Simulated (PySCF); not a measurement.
System: H3, doublet: collinear H-H-H surface. Scanned: first H-H distance and second H-H distance.

Method: MP2 on UHF/aug-cc-pVDZ (PySCF).

Energy in kcal/mol above the lowest grid point; x is the first H-H distance (Å), y the second H-H distance (Å).

| y \ x | 0.63 | 0.68 | 0.74 | 0.80 | 0.87 | 0.94 | 1.02 | 1.11 | 1.22 | 1.37 | 1.55 | 1.81 | 2.15 |
|---|---|---|---|---|---|---|---|---|---|---|---|---|---|
| 2.15 | 8.7 | 2.7 | 0.0 | 0.7 | 4.3 | 10.0 | 18.0 | 28.2 | 42.9 | 63.5 | 78.3 | 88.5 | 93.3 |
| 1.81 | 10.3 | 4.3 | 1.4 | 2.0 | 5.5 | 11.0 | 18.9 | 29.1 | 43.5 | 61.3 | 74.6 | 84.0 | 88.5 |
| 1.55 | 13.1 | 6.8 | 3.7 | 4.0 | 7.1 | 12.3 | 19.9 | 29.6 | 42.1 | 56.2 | 67.0 | 74.6 | 78.3 |
| 1.37 | 16.3 | 9.7 | 6.2 | 6.0 | 8.6 | 13.2 | 20.0 | 28.4 | 38.3 | 48.7 | 56.2 | 61.3 | 63.5 |
| 1.22 | 20.1 | 13.1 | 9.0 | 8.1 | 9.9 | 13.5 | 18.8 | 25.1 | 31.9 | 38.3 | 42.1 | 43.5 | 42.9 |
| 1.11 | 24.0 | 16.4 | 11.6 | 9.9 | 10.6 | 13.0 | 16.7 | 20.9 | 25.1 | 28.4 | 29.6 | 29.1 | 28.2 |
| 1.02 | 28.0 | 19.8 | 14.2 | 11.7 | 11.3 | 12.4 | 14.4 | 16.7 | 18.8 | 20.0 | 19.9 | 18.9 | 18.0 |
| 0.94 | 32.7 | 23.9 | 17.3 | 13.8 | 12.1 | 11.9 | 12.4 | 13.0 | 13.5 | 13.2 | 12.3 | 11.0 | 10.0 |
| 0.87 | 38.2 | 28.5 | 21.0 | 16.5 | 13.6 | 12.1 | 11.3 | 10.6 | 9.9 | 8.6 | 7.1 | 5.5 | 4.3 |
| 0.80 | 45.5 | 34.9 | 26.3 | 20.7 | 16.5 | 13.8 | 11.7 | 9.9 | 8.1 | 6.0 | 4.0 | 2.0 | 0.7 |
| 0.74 | 54.0 | 42.6 | 33.0 | 26.3 | 21.0 | 17.3 | 14.2 | 11.6 | 9.0 | 6.2 | 3.7 | 1.4 | 0.0 |
| 0.68 | 65.5 | 53.3 | 42.6 | 34.9 | 28.5 | 23.9 | 19.8 | 16.4 | 13.1 | 9.7 | 6.8 | 4.3 | 2.7 |
| 0.63 | 78.6 | 65.5 | 54.0 | 45.5 | 38.2 | 32.7 | 28.0 | 24.0 | 20.1 | 16.3 | 13.1 | 10.3 | 8.7 |

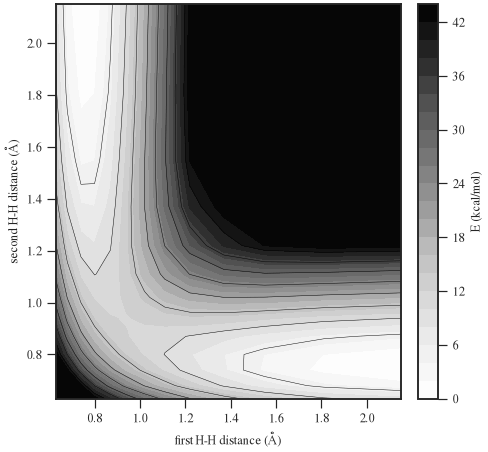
Figure. Energy surface, cut off at 43 kcal/mol.

Points that lie below all their neighbours on the grid: x = 2.15, y = 0.74 on the edge of the grid (0.0 kcal/mol); x = 0.74, y = 2.15 on the edge of the grid (0.0 kcal/mol). The lowest path on the grid from the first to the second passes x = 0.94, y = 0.94 at 11.9 kcal/mol.
